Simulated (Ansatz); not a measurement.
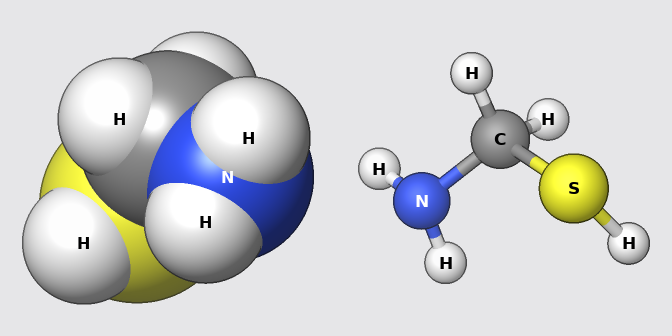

The same structure drawn twice, from different directions.

What does the picture show?

Formula CH5NS. Its SMILES string is `NCS`. It has no ring. Among its groups: primary amine, thiol. The point group is C1. Coordination: 1 N trigonal pyramidal; 1 C tetrahedral; 1 S bent.

The parts below concern this one geometry. Atoms keep their numbers from picture to picture. The geometry was computed by an optimisation with PBE0-D4/def2-TZVP.

Geometry

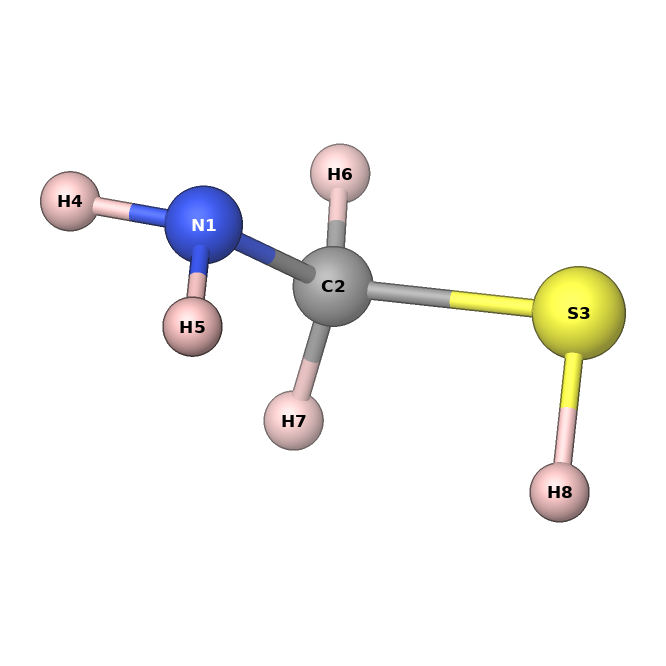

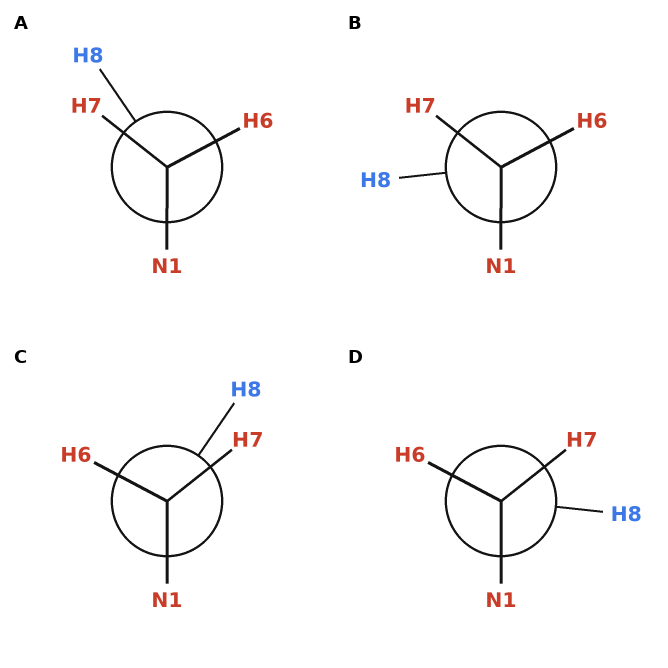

Depth is shown by fading: the farther an atom, the more it takes the colour of the background. Bonds that would overlap in a projection are set slightly apart.

> Which Newman projection shows the view along C2–S3, with C2 in front?

B. The torsion angle N1–C2–S3–H8 is 84°, about perpendicular.

Vibrations

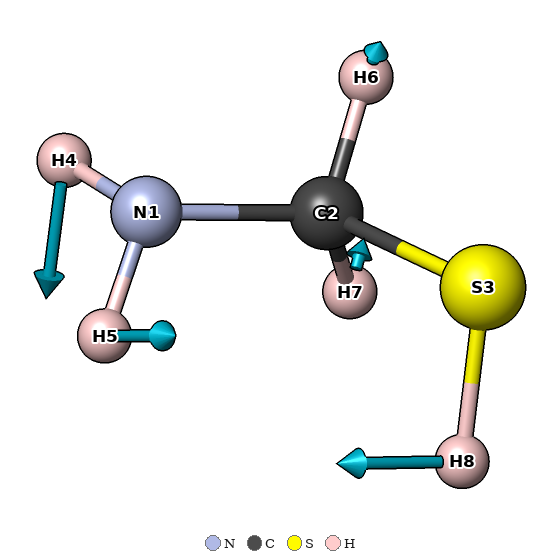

The arrows show one normal mode. Harmonic vibrations computed with RKS PBE0-D4/def2-TZVP (Ansatz 0.2.0) at a stationary point of the same level.

> What kind of motion is it?

A torsion or out-of-plane motion in which bond lengths and bond angles hardly change.

> At what wavenumber does it lie?

204 cm⁻¹; it is mode 2 of 18 counted from the lowest.

Levels of theory compared

Program: Ansatz 0.2.0.

Compare HOMO energy (eV), HOMO–LUMO gap (eV), dipole (D) at these levels: B3LYP-D4/def2-TZVPP; PBE-D4/def2-TZVPP; r2SCAN-D4/def2-TZVPP; ωB97M-V/def2-TZVPP.

| level | HOMO energy (eV) | HOMO–LUMO gap (eV) | dipole (D) |
| --- | --- | --- | --- |
| B3LYP-D4/def2-TZVPP | −6.70 | 6.78 | 2.52 |
| PBE-D4/def2-TZVPP | −5.66 | 5.16 | 2.49 |
| r2SCAN-D4/def2-TZVPP | −5.95 | 5.88 | 2.59 |
| ωB97M-V/def2-TZVPP | −9.19 | 11.24 | 2.53 |

Charges

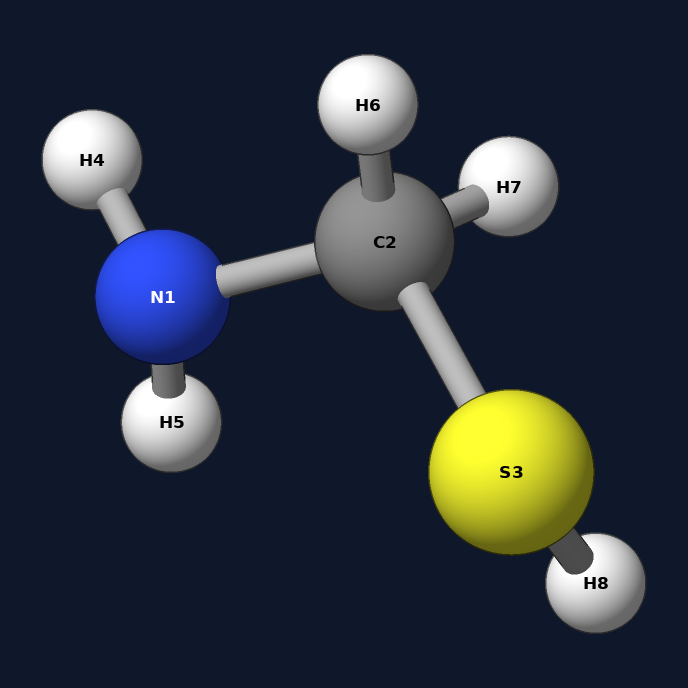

The questions are on Mulliken charges. Method: RKS r2SCAN-D4/def2-TZVPP (Ansatz 0.2.0).

List the Mulliken charges.

```tsv
atom	value (e)
N1	−0.33
C2	0.03
S3	−0.18
H4	0.13
H5	0.13
H6	0.07
H7	0.07
H8	0.08
```

Mulliken values depend strongly on the basis set and can even reverse the polarity of a bond.
